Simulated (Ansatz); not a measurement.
## Electronic structure of B$_{2}$H$_{5}$NO (SMILES BB(N)O) in real space

The calculation's input:

```
crystal:
  periodic: [false, false, false]
  atoms:
    - { symbol: B, position_ang: [0.2701, 1.3145, -0.6135] }
    - { symbol: B, position_ang: [0.0111, -0.0071, 0.2959] }
    - { symbol: "N", position_ang: [0.7525, -1.2725, -0.0539] }
    - { symbol: O, position_ang: [-0.8024, 0.0417, 1.4511] }
    - { symbol: H, position_ang: [0.9543, 1.3336, -1.5708] }
    - { symbol: H, position_ang: [-0.3642, 2.3649, -0.3574] }
    - { symbol: H, position_ang: [0.4671, -1.6034, -0.9648] }
    - { symbol: H, position_ang: [0.5549, -1.9855, 0.6521] }
    - { symbol: H, position_ang: [-1.7548, -0.2325, 1.1442] }
basis:
  gaussian: { orbitals: def2-SVP }
hamiltonian:
  xc: pbe0
  dispersion: d4
relax:
  f_tol: 0.02
  max_steps: 40
scf:
  lower_state_search: "off"
output:
  orbitals: {}
```

Run with:

```sh
ansatz run input.yaml --threads 1 --pin off --max-ram 2048MiB --backend cpu --events-out ev --progress --plain --runs-dir out
```

The fields are those of the run's last geometry, not of the input's.

All numbers below come from RKS PBE0-D4/def2-SVP in Ansatz.

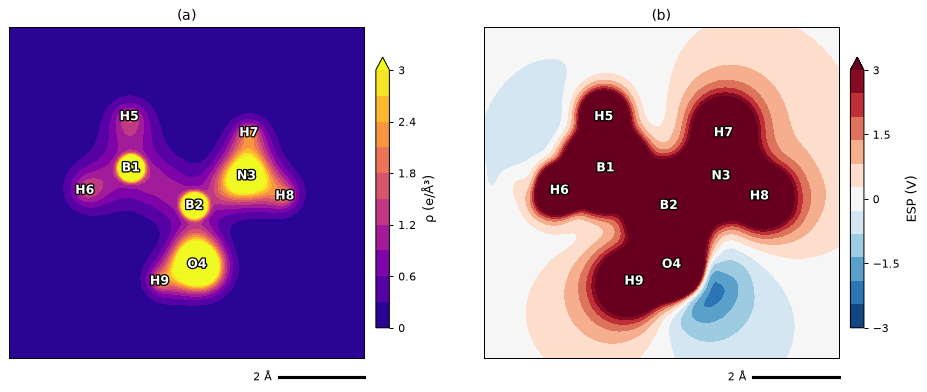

Figure 1. (a) electron density; (b) electrostatic potential on the plane of atoms B1, B2 and O4.

**What do the fields say about this system?**

Atoms in the plane: B, N, O and H.
B–O (1.38 Å): the density is about 2 e/Å³ at the midpoint.
B–N (1.41 Å): the density is about 1.9 e/Å³ at the midpoint.
B–B (1.72 Å): the density is about 1 e/Å³ at the midpoint.
O–H (0.96 Å): ρ at the midpoint is about 3.7 e/Å³.
N–H (1.01 Å): ρ is about 2.8 e/Å³ halfway.
Outside the dense part of the molecule the potential is most negative (−2.1 V) near O4.

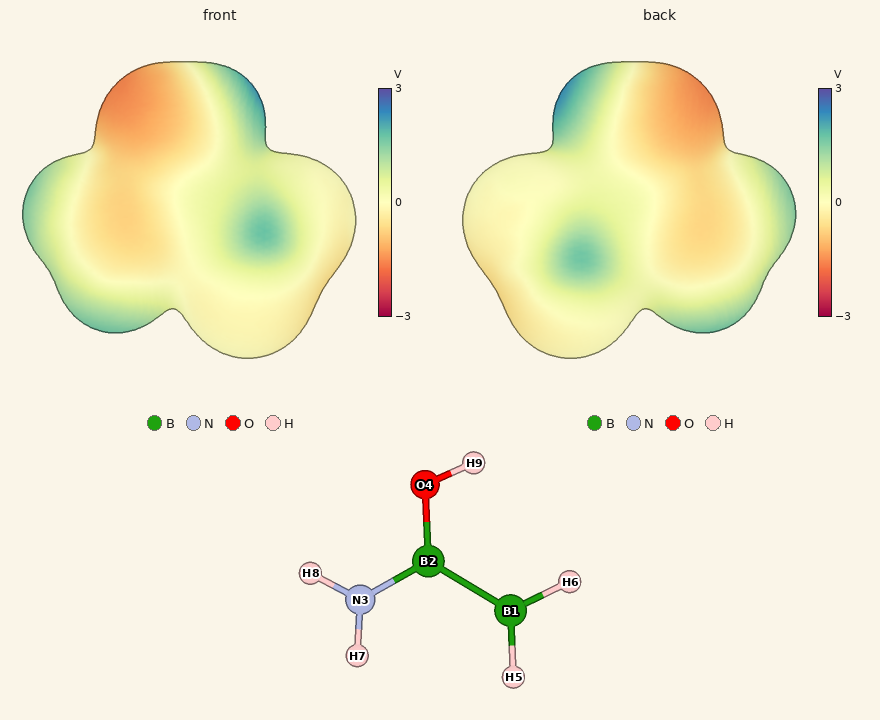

Figure 2. The molecular electrostatic potential painted on the density surface at 0.002 e/bohr³, seen from the front and from behind; red is negative and blue positive. The bare structure is drawn below in the same view.

**Describe the electrostatic potential map.**

The most negative region (about −1.5 V, or −35 kcal/mol for a unit charge) lies over O4, the most positive (about +2.2 V, or +51 kcal/mol for a unit charge) over H9. O4 is the likeliest acceptor of a hydrogen bond.

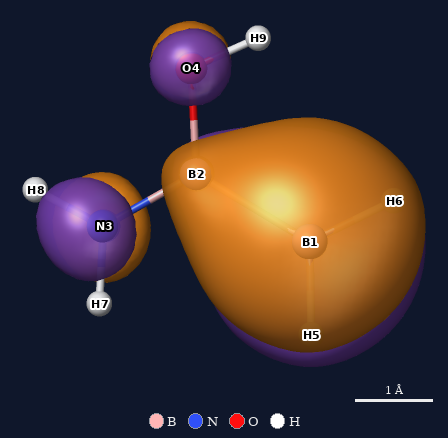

Figure 3. The LUMO at ±0.08 Å⁻³ᐟ² (orange and purple are the two phases), seen across its widest extent.

**Describe this orbital and give its energy.**

By Hirshfeld shares it lies mainly on B1 (about 60 %), B2 (about 15 %), H6 (about 5 %) and H5 (about 5 %). Its energy is −2.00 eV.
